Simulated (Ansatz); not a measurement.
## Electronic structure of ClGaH$_{2}$O···AlH$_{3}$O in real space

Input

```
crystal:
  periodic: [false, false, false]
  atoms:
    - { symbol: Ga, position_ang: [0.0, 0.0, 0.0] }
    - { symbol: H, position_ang: [0.0, 0.0, 1.92] }
    - { symbol: Cl, position_ang: [1.9398, 0.0, -1.12] }
    - { symbol: O, position_ang: [-1.5501, 0.0, -0.895] }
    - { symbol: H, position_ang: [-2.0598, -0.8467, -0.6865] }
    - { symbol: O, position_ang: [0.4396, -1.9341, 0.659] }
    - { symbol: Al, position_ang: [-0.4235, -3.4061, 0.1525] }
    - { symbol: H, position_ang: [0.3797, -4.6756, -0.268] }
    - { symbol: H, position_ang: [-1.9832, -3.4267, 0.1292] }
    - { symbol: H, position_ang: [0.2219, -0.9762, 1.8157] }
basis:
  gaussian: { orbitals: def2-SVP }
hamiltonian:
  xc: hf
relax:
  f_tol: 0.15
  max_steps: 25
  restrain:
    - { distance: [0, 5], at: 2.99, k: 30.0 }
    - { distance: [9, 1], at: 1.86, k: 30.0 }
    - { distance: [0, 1], at: 1.57, k: 30.0 }
    - { distance: [9, 5], at: 1.01, k: 30.0 }
output:
  orbitals: {}
```

Run with:

```sh
ansatz run input.yaml --threads 2 --pin off --max-ram 3072MiB --backend cpu --events-out ev --progress --plain --runs-dir out
```

The fields are those of the run's last geometry, not of the input's.

Not at a stationary point (largest force 1.7 eV/Å).

The calculation used RHF/def2-SVP (Ansatz 0.2.0).

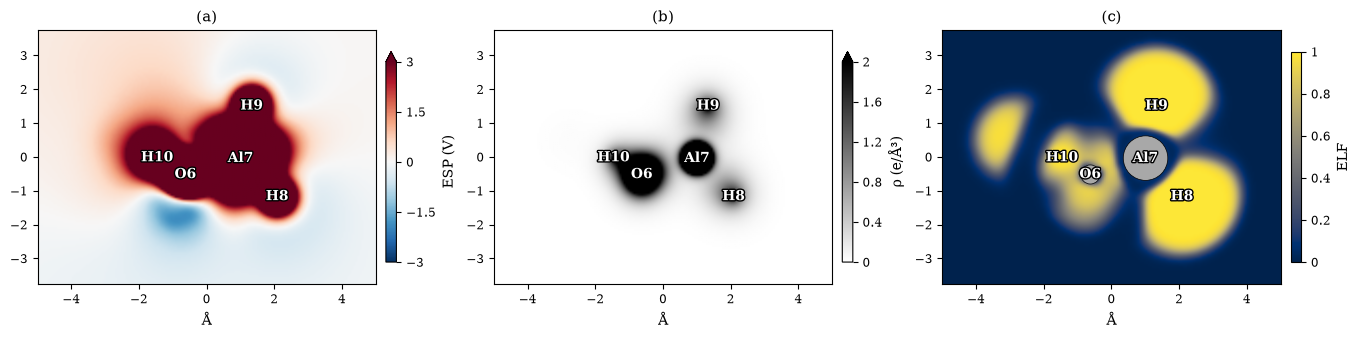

Figure 1. (a) molecular electrostatic potential; (b) total electron density; (c) ELF on the plane of atoms H8, Al7 and H9. Grey discs cover the atomic cores in the ELF map.

### Interpret the plot.

- The section cuts through O, Al and H sites.
- Al–O (1.70 Å): ρ at the midpoint is about 0.82 e/Å³; the ELF peaks at about 0.85 in the valence shell of O, 0.6 Å from its nucleus, and is about 0.35 at the midpoint.
- O–H (0.97 Å): ρ at the midpoint is about 3.6 e/Å³; the ELF climbs to about 1 towards the hydrogen, as it does in any bond to H: an ordinary covalent bond to hydrogen.
- Al–H (1.57 Å): the density is about 0.56 e/Å³ at the midpoint; the ELF climbs to about 1 towards the hydrogen.
- The ELF also peaks beside O6, away from the bonds: lone-pair regions.
- Outside the dense part of the complex the potential is most negative (−1.9 V) near O6.

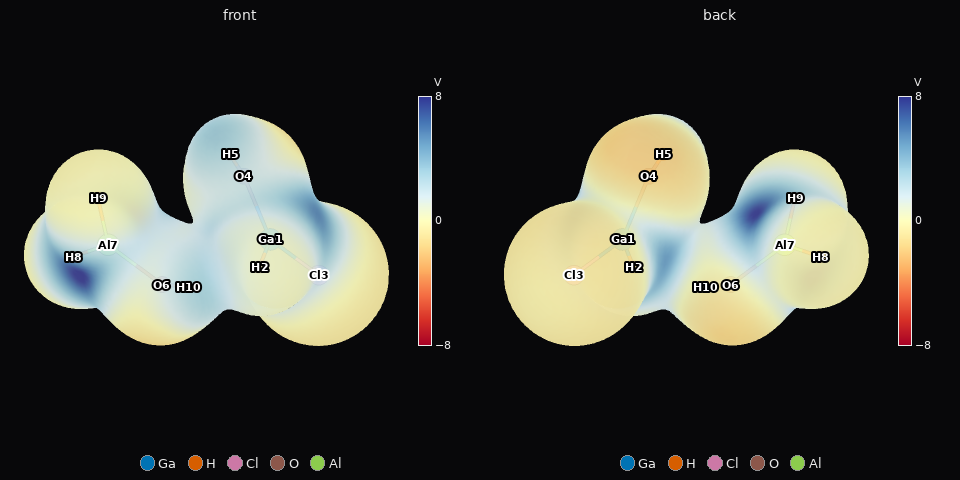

Figure 2. The electrostatic potential painted on the density surface at 0.004 e/bohr³, seen from the front and from behind; the colour scale runs from red (negative) to blue (positive).

### Describe the electrostatic potential map.

The most negative region (about −2.0 V) lies over O4, the most positive (about +7.3 V) over Al7. O4 is the likeliest acceptor of a hydrogen bond.

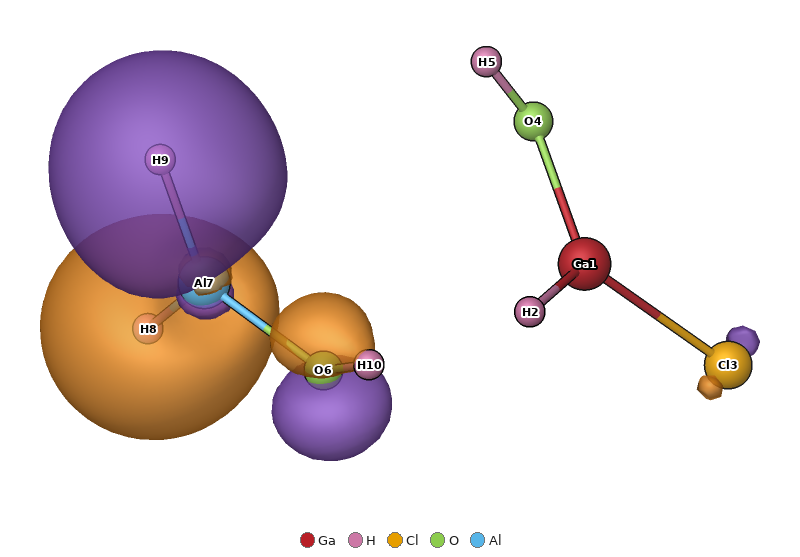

Figure 3. The HOMO at ±0.1 Å⁻³ᐟ² (orange and purple are the two phases), seen across its widest extent.

### Describe this orbital and give its energy.

It lies mainly on Al7 (about 30 %), H9 (about 30 %), H8 (about 25 %) and O6 (about 5 %). Its energy is −11.85 eV.
